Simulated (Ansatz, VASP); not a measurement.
## HgPbSe2 in two plane-wave programs

Wanted: the spread between two codes on one cell, functional and k mesh. The cell is invented: As first built, before any earlier steps moved the atoms: it takes the CdHgSe2 structure with some of its atoms replaced by other elements, volume scaled by an estimate. It may not be a known or stable phase. The cell comes out of the VASP series on this material, whose earlier steps may have relaxed, scaled or displaced it; both programs get it as it stands.

Calculated with Ansatz 0.2.0; plane waves, with VASP 6.6.1 beside it; band structure at r2SCAN.

## Step 1: The structure

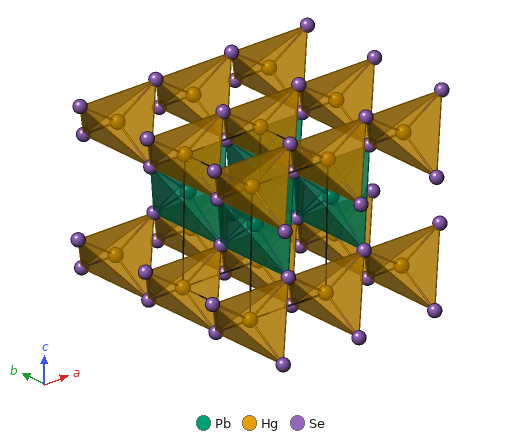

The starting structure, seen from a free direction (lead teal, mercury orange, selenium purple). 2×2×1 cells are drawn. Some periodic images of atoms are drawn too.

## Step 2: Ansatz: band structure, r2SCAN

Ansatz runs on its default PAW (the set named soft_2) files.

The same path points are solved in both programs, so levels can be compared one by one.

input.yaml reads:

```yaml
crystal:
  lattice:
    - [4.5550684959, 0.0, 0.0]
    - [0.0, 4.5550684959, 0.0]
    - [0.0, 0.0, 6.5951362489]
  atoms:
    - { symbol: Pb, position: [0.5, 0.5, 0.5] }
    - { symbol: Hg, position: [0.0, 0.0, 0.0] }
    - { symbol: Se, position: [0.5, 0.0, 0.216309903] }
    - { symbol: Se, position: [0.0, 0.5, 0.783690097] }
hamiltonian:
  xc: r2scan
  pseudopotentials: { kind: paw }
kpoints:
  mp_grid: { grid: [5, 5, 4] }
  band_path:
    path:
      - [0.0, 0.0, 0.0]
      - [0.0, 0.13333, 0.0]
      - [0.0, 0.3, 0.0]
      - [0.0, 0.46667, 0.0]
      - [0.1, 0.5, 0.0]
      - [0.26667, 0.5, 0.0]
      - [0.43333, 0.5, 0.0]
      - [0.43333, 0.43333, 0.0]
      - [0.26667, 0.26667, 0.0]
      - [0.1, 0.1, 0.0]
      - [0.0, 0.0, 0.03333]
      - [0.0, 0.0, 0.2]
      - [0.0, 0.0, 0.36667]
      - [0.0, 0.0, 0.5]
      - [0.0, 0.16667, 0.5]
      - [0.0, 0.3, 0.5]
      - [0.0, 0.46667, 0.5]
      - [0.0, 0.5, 0.5]
      - [0.1, 0.5, 0.5]
      - [0.26667, 0.5, 0.5]
      - [0.43333, 0.5, 0.5]
      - [0.5, 0.5, 0.5]
      - [0.43333, 0.43333, 0.5]
      - [0.26667, 0.26667, 0.5]
      - [0.1, 0.1, 0.5]
      - [0.0, 0.5, 0.03333]
      - [0.0, 0.5, 0.2]
      - [0.0, 0.5, 0.36667]
      - [0.5, 0.5, 0.0]
      - [0.5, 0.5, 0.16667]
      - [0.5, 0.5, 0.33333]
      - [0.5, 0.5, 0.5]
    npoints: 1
scf:
  occupations: { method: gaussian, width: 0.05 }
  n_extra_bands: 8
output:
  forces: true
  stress: true
  eigenvalues: true
```

On the command line:

```console
$ ansatz run input.yaml --threads 2 --pin off --max-ram 4608MiB --backend cpu --events-out ev --progress --plain --runs-dir out
```

Numbers of over 12 decimals in the logs are rounded to 6 here.

Log:

```text
scf.n_extra_bands = 8 over 33 filled bands (N_el = 66.0): the run solves 41 bands
Engine: ansatz 0.2.0, aarch64-unknown-linux-gnu
Pseudopotentials: kind: paw
Pseudopotential: Pb, paw, valence charge 14, recommended cutoff 500 eV (meta_gga), Pb.paw.azcp
Pseudopotential: Hg, paw, valence charge 20, recommended cutoff 500 eV (meta_gga), Hg.paw.azcp
Pseudopotential: Se, paw, valence charge 16, recommended cutoff 500 eV (meta_gga), Se.paw.azcp
Functional definition: r2SCAN
  parameter k0 = 0.174
  parameter k1 = 0.065
  parameter a1 = 4.9479
  exchange = r2scan_x(k0 = k0, k1 = k1, a1 = a1)
  correlation = r2scan_c
Crystal: 4 atoms, lattice volume = 136.840 Å³
Basis set: ecut = 500 eV, 3485 PW (Γ), exchange–correlation on 144×144×200 points (64 copies of the dense FFT grid, shifted against one another)
Bands: 41, of which v1, the nominal top of the filled ones, is band 33 counted from 1 (32 counted from 0)
Symmetry: 8 space group operations
Space group: P-4m2 (ITA 115), of the structure as read, at distance tolerance 5.2e-5 Å
k-points: 18 of 100 (time reversal used)
Non-local potential: Pb, projectors of the file, l = 0: 2, l = 1: 2, l = 2: 2, l = 3: 2
Non-local potential: Hg, projectors of the file, l = 0: 3, l = 1: 2, l = 2: 2, l = 3: 1
Non-local potential: Se, projectors of the file, l = 0: 2, l = 1: 2, l = 2: 3, l = 3: 1
PAW form: soft (Blöchl's): semilocal exchange-correlation on the pseudo side does not see the compensation charge
PAW frozen core: Pb, regenerated for the run's functional (the file was generated under x = pbe(κ = 0.804, μ = 0.219515), c = pbe(β = 0.066725))
PAW frozen core: Hg, regenerated for the run's functional (the file was generated under x = pbe(κ = 0.804, μ = 0.219515), c = pbe(β = 0.066725))
PAW frozen core: Se, regenerated for the run's functional (the file was generated under x = pbe(κ = 0.804, μ = 0.219515), c = pbe(β = 0.066725))
PAW one-centre angular grid: Pb, 590 points (default); XC on 160 Gauss nodes
PAW one-centre angular grid: Hg, 590 points (default); XC on 160 Gauss nodes
PAW one-centre angular grid: Se, 590 points (default); XC on 160 Gauss nodes
Initial density: superposition of atomic densities (neutral atoms: chi_scale 0, normalization atom), corrected by the library's trained network
Initial wavefunctions: pseudopotential atomic-orbital guess
Functional: x = r2scan, c = r2scan; τ floored in thin density (d = 2e-4 eV/Å³)
SCF iter   1: F=—  HF=-36706.140503 eV  |F-HF|=—  |Δ(HF+E_count)|=         —  Δρ=6.42e-3  dr2=4.96e-2  dr2_τ=2.79e-2  ethr=1.77e-3  ⟨swp⟩=7.6  Hψ=3042  notcnv=0  defer=6
preconditioner: auto → Resta (q_TF=auto, 2.416 Å⁻¹)  ε∞=3.0  [insulator: Δε(μ)=0.590 eV  Ē_g=13.695 eV  σ=0.050 eV  W_gap=1.00  n_scr=36 (ndim 8)  ℏωp=19.6 eV  f_vac=0.211  D(μ)=0.00/eV (n_scr^D=0)  ε∞_Penn≈3.0]
SCF iter   2: F=—  HF=-36706.142291 eV  |F-HF|=—  |Δ(HF+E_count)|=   1.79e-3  Δρ=2.98e-3  dr2=8.64e-3  dr2_τ=1.07e-3  ethr=7.52e-5  ⟨swp⟩=2.0  Hψ=1223  notcnv=0  defer=55
SCF iter   3: F=—  HF=-36706.142440 eV  |F-HF|=—  |Δ(HF+E_count)|=   1.50e-4  Δρ=9.01e-4  dr2=1.10e-3  dr2_τ=4.27e-5  ethr=1.31e-5  ⟨swp⟩=2.0  Hψ=1032  notcnv=0  defer=55
SCF iter   4: F=—  HF=-36706.142568 eV  |F-HF|=—  |Δ(HF+E_count)|=   1.28e-4  Δρ=2.67e-4  dr2=1.04e-4  dr2_τ=6.68e-6  ethr=1.67e-6  ⟨swp⟩=2.0  Hψ=1199  notcnv=0  defer=55
SCF iter   5: F=—  HF=-36706.142609 eV  |F-HF|=—  |Δ(HF+E_count)|=   4.12e-5  Δρ=7.55e-5  dr2=1.16e-5  dr2_τ=8.63e-7  ethr=1.57e-7  ⟨swp⟩=2.0  Hψ=935  notcnv=0  defer=55
SCF iter   6: F=—  HF=-36706.142630 eV  |F-HF|=—  |Δ(HF+E_count)|=   2.06e-5  Δρ=2.59e-5  dr2=1.32e-6  dr2_τ=1.01e-7  ethr=1.76e-8  ⟨swp⟩=2.0  Hψ=925  notcnv=0  defer=55
SCF iter   7: F=-36706.142631 eV  HF=-36706.142630 eV  |F-HF|=2.57e-8  |Δ(HF+E_count)|=   7.32e-7  Δρ=6.50e-6  dr2=6.97e-8  dr2_τ=4.33e-9  ethr=1.52e-10  ⟨swp⟩=8.8  Hψ=3782  notcnv=0
SCF 1 converged in 7 iterations: F = -36706.142631 eV  dr2 = 6.97e-8
  greatest PAW one-centre occupation: 1.001 electrons in one spin orbital (limit 2), on the Hg atom at site 1 (counted from 0), in its partial waves of l = 0
NSCF: frozen V_eff on 32 k-points
SCF converged after 7 iterations
Free energy (F): -36706.142631 eV
Harris-Foulkes:  -36706.142630 eV  (|F-HF|=2.57e-8)
Internal energy: -36706.142631 eV  (E = F + TS)
E sigma→0 (E₀):  -36706.142631 eV
Fermi energy:    6.737345 eV
--- Per-component energies (eV) ---
  E_band       = -1495.733689
  E_kinetic    = 1126.017681
  E_local      = -10636.667236  (includes V_loc(G=0)·N_el)
  E_nonlocal   = -764.925048
  E_hartree    = 4884.391586
  E_xc         = -611.951088
  E_vxc        = -645.119069  (∫ρ·V_xc dr)
  E_paw        = -24252.613647  (= ΣΔE_a)
  E_vpaw       = -385.160784  (= ΣTr[D̂ρ^β])
  E_aug_tail   = -0.000031  (compensation charges beyond the density's cutoff)
  E_vtau       = 41.333645  (kinetic-family band-sum trace: ∫τ·v_τ [+ j·A + Jᵃ·Aᵃ] dr)
  E_ewald      = -6447.681884
  E_core_change = -2.712966  (= ΣΔE_core)
  E_smearing   = -0.000000  (= −TS)
  E_closure    = -0.000000  (closes the sum)
  Σ components = -36706.142631   (vs F -36706.142631, Δ=0.00e0)
--- Forces (eV/Å), atoms counted from 1 ---
  atom   1  Pb    -0.00000000     0.00000000     0.00000000
  atom   2  Hg     0.00000000     0.00000000    -0.00000000
  atom   3  Se     0.00000000    -0.00000000     0.05415989
  atom   4  Se     0.00000000    -0.00000000    -0.05415989
  max |Σ_I F_I| component: 6.25e-17 eV/Å
--- Stress (GPa, compression-positive) ---
        0.404688       0.000000       0.000000
        0.000000       0.404688      -0.000000
        0.000000      -0.000000       0.377325
  P = ⅓ Tr σ = 0.3956 GPa (3.956 kbar)
--- Band table (eV; the first three rows and the last of 18) ---
  k-point 0: bands = [... 29 lower, 3.7882, 5.3338, 5.5684, 5.5684, 7.8354, 8.2857, 9.6363, 9.6363, ... 4 higher]
  k-point 1: bands = [... 29 lower, 3.9563, 5.2710, 5.2710, 5.8954, 7.7282, 8.4213, 9.9531, 9.9531, ... 4 higher]
  k-point 2: bands = [... 29 lower, 4.2315, 4.8811, 4.8811, 6.4671, 7.4597, 8.6579, 9.6981, 10.2967, ... 4 higher]
  k-point 17: bands = [... 29 lower, 3.3154, 3.7686, 4.2434, 6.3500, 8.8271, 9.3255, 10.1469, 11.3455, ... 4 higher]
```

Elapsed: 41 s, on 2 threads of Arm Neoverse N1, shared host; peak memory 0.65 GiB.

## Step 3: VASP: band structure, r2SCAN

The same cell, functional, mesh and smearing now go to VASP, with its own data sets and cutoff.

Lines of VASP's logs that name or quote its potential files are left out, and so is its time.

INCAR reads:

```
SYSTEM = HgPbSe2
PREC = Accurate
ENCUT = 400
EDIFF = 1E-06
NELM = 100
ISMEAR = 0
SIGMA = 0.05
LREAL = .FALSE.
ALGO = Normal
METAGGA = R2SCAN
LASPH = .TRUE.
NBANDS = 33
LORBIT = 11
LWAVE = .FALSE.
LCHARG = .FALSE.
KPAR = 2
```

POSCAR reads:

```
HgPbSe2
1.0
    4.5550684959      0.0000000000      0.0000000000
    0.0000000000      4.5550684959      0.0000000000
    0.0000000000      0.0000000000      6.5951362489
Pb Hg Se
1 1 2
Direct
    0.5000000000      0.5000000000      0.5000000000
    0.0000000000      0.0000000000      0.0000000000
    0.5000000000      0.0000000000      0.2163099030
    0.0000000000      0.5000000000      0.7836900970
```

KPOINTS reads:

```
Automatic mesh
0
Gamma
5 5 4
0 0 0
```

KPOINTS_OPT reads:

```
Line mode
16
Line-mode
Reciprocal
  0.00000000   0.00000000   0.00000000 GAMMA
  0.00000000   0.50000000   0.00000000 X

  0.00000000   0.50000000   0.00000000 X
  0.50000000   0.50000000   0.00000000 M

  0.50000000   0.50000000   0.00000000 M
  0.00000000   0.00000000   0.00000000 GAMMA

  0.00000000   0.00000000   0.00000000 GAMMA
  0.00000000   0.00000000   0.50000000 Z

  0.00000000   0.00000000   0.50000000 Z
  0.00000000   0.50000000   0.50000000 R

  0.00000000   0.50000000   0.50000000 R
  0.50000000   0.50000000   0.50000000 A

  0.50000000   0.50000000   0.50000000 A
  0.00000000   0.00000000   0.50000000 Z

  0.00000000   0.50000000   0.00000000 X
  0.00000000   0.50000000   0.50000000 R

  0.50000000   0.50000000   0.00000000 M
  0.50000000   0.50000000   0.50000000 A
```

Potentials, in the order of the species: Pb_d, Hg and Se (PBE family, release 64).

On the command line:

```console
$ mpirun -np 2 vasp_std
```

Log:

```text
[banner, memory and clock lines left out]
running    2 mpi-ranks, on    1 nodes
 distrk:  each k-point on    1 cores,    2 groups
 distr:  one band on    1 cores,    1 groups

 POSCAR found type information on POSCAR PbHgSe
 POSCAR found :  3 types and       4 ions
|                                                                             |
|               ----> ADVICE to this user running VASP <----                  |
|                                                                             |
|     You enforced a specific xc type in the INCAR file but a different       |
|     [... a line on the potential file left out ...]
|     I HOPE YOU KNOW WHAT YOU ARE DOING!                                     |
|                                                                             |

 LDA part: xc-table for (None), standard interpolation
 POSCAR, INCAR and KPOINTS ok, starting setup
 FFT: planning ... GRIDC
 FFT: planning ... GRID_SOFT
 FFT: planning ... GRID
 WAVECAR not read
 entering main loop
       N       E                     dE             d eps       ncg     rms          rms(c)
DAV:   1     0.177104531726E+03    0.17710E+03   -0.14686E+04  1188   0.900E+02
DAV:   2    -0.119917814844E+03   -0.29702E+03   -0.27912E+03  1272   0.270E+02
DAV:   3    -0.145159938175E+03   -0.25242E+02   -0.24804E+02  1525   0.883E+01
DAV:   4    -0.145874882043E+03   -0.71494E+00   -0.71392E+00  1368   0.170E+01
DAV:   5    -0.145897050543E+03   -0.22168E-01   -0.22167E-01  1632   0.299E+00    0.734E+00
DAV:   6    -0.135432248769E+03    0.10465E+02   -0.48081E+00  1399   0.251E+01    0.971E+00
DAV:   7    -0.135433368240E+03   -0.11195E-02   -0.57318E-01  1383   0.432E+00    0.648E+00
DAV:   8    -0.135432516943E+03    0.85130E-03   -0.12610E-01  1368   0.300E+00    0.208E+00
DAV:   9    -0.135436241920E+03   -0.37250E-02   -0.41517E-02  1404   0.115E+00    0.367E-01
DAV:  10    -0.135435905581E+03    0.33634E-03   -0.31936E-03  1332   0.349E-01    0.252E-01
DAV:  11    -0.135436092667E+03   -0.18709E-03   -0.10871E-03  1381   0.254E-01    0.116E-01
DAV:  12    -0.135436164483E+03   -0.71817E-04   -0.36635E-04  1516   0.162E-01    0.810E-02
DAV:  13    -0.135436156900E+03    0.75832E-05   -0.87371E-05  1292   0.559E-02    0.809E-03
DAV:  14    -0.135436159021E+03   -0.21207E-05   -0.54647E-06  1475   0.107E-02    0.501E-03
DAV:  15    -0.135436159251E+03   -0.23014E-06   -0.14928E-06  1188   0.123E-02
   1 F= -.13543616E+03 E0= -.13543616E+03  d E =-.627226E-14
 Start KPOINTS_OPT (optional k-point list driver)
k-point batch [1-18\144]
       N       E                     dE             ncg
DAV:   1     0.105123382053E+04   -0.64507E+04     1188
DAV:   2    -0.431302910765E+04   -0.53643E+04     1297
DAV:   3    -0.476937538878E+04   -0.45635E+03     1467
DAV:   4    -0.478232344557E+04   -0.12948E+02     1320
DAV:   5    -0.478271272683E+04   -0.38928E+00     1694
DAV:   6    -0.478272349961E+04   -0.10773E-01     1446
DAV:   7    -0.478272393849E+04   -0.43888E-03     1815
DAV:   8    -0.478272394169E+04   -0.32002E-05     1060
DAV:   9    -0.478272394193E+04   -0.24253E-06     1030
[...]
k-point batch [127-144\144]
       N       E                     dE             ncg
DAV:   1     0.791966853816E+03   -0.17590E+05     1196
DAV:   2    -0.444697745266E+04   -0.52389E+04     1239
DAV:   3    -0.487640124745E+04   -0.42942E+03     1502
DAV:   4    -0.488823018153E+04   -0.11829E+02     1431
DAV:   5    -0.488861193406E+04   -0.38175E+00     1724
DAV:   6    -0.488861996873E+04   -0.80347E-02     1474
DAV:   7    -0.488862029403E+04   -0.32529E-03     1763
DAV:   8    -0.488862029696E+04   -0.29286E-05     1252
DAV:   9    -0.488862029702E+04   -0.68139E-07     1004
```

[end of part 1 of 2]

[Lines on the potential files, build, host, timing and source positions are cut from VASP's logs without a mark.]

[Logs are printed without paths, hosts, clocks, repeated set-up lines and the standing remarks that a program may print on its own settings, such as how far it seeks lower states.]

[Hosts, paths, dates, database ids (printed as entryN), source tags and the programs' standing remarks are cut or masked in the printed files.]
